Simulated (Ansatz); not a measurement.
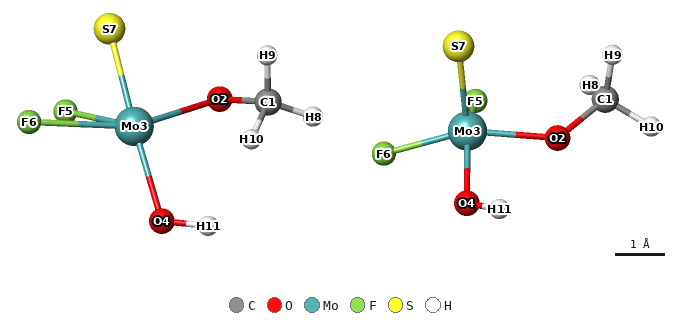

Two geometries of CH4F2MoO2S (coarse preliminary run), drawn at one scale. One is the start of a relaxation, the other its converged end. A ball-and-stick model, seen at a tilt.

Method: Ansatz 0.2.0, RKS PBE-D4/def2-SVP. (force threshold 0.03 eV/Å; at most 200 steps)

**Which geometry has the lower energy?**

The right one is the relaxed one. The start comes from a force field. H8 moves most after the best rigid fit: 1.75 Å. By element the largest moves are H 1.75 Å, S 1.68 Å, O 1.53 Å, F 1.50 Å, C 0.34 Å, Mo 0.19 Å. Near-neighbour distances that change, for instance: Mo3–H10 2.468 → 3.887 Å, F5–S7 2.177 → 3.175 Å, O2–Mo3 2.384 → 1.878 Å, Mo3–F6 2.244 → 1.871 Å. Bond angles that change, for instance: O4–Mo3–S7 174.8° → 109.1°, F5–Mo3–S7 61.3° → 104.6°, C1–O2–Mo3 93.4° → 132.9°. Groups turn about C1–O2 by about 160°. The energy falls by 199.3 kcal/mol in 33 accepted moves (35 points after the start). The largest force component goes from 4 to 0.029 eV/Å. The line search rejected the trial steps at points 12, 23 of the run. The forces were under the threshold at step 24, but the run went on from there. The run took 47 s on 4 threads of Intel Xeon 6975P-C (shared host).
